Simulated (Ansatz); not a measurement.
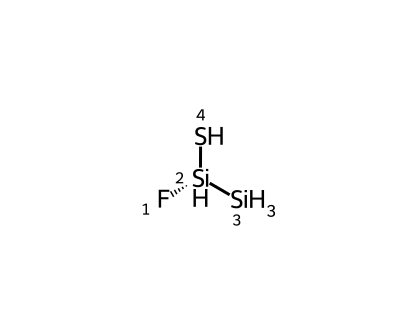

A structural formula, with wedges where it has stereocentres; small numbers name the atoms. The configuration is that of a computed structure (PBE0-D4/def2-TZVP).

Give the R/S and E/Z labels.

Si2: S.

Write the isomeric SMILES.

F[Si@@H]([SiH3])S
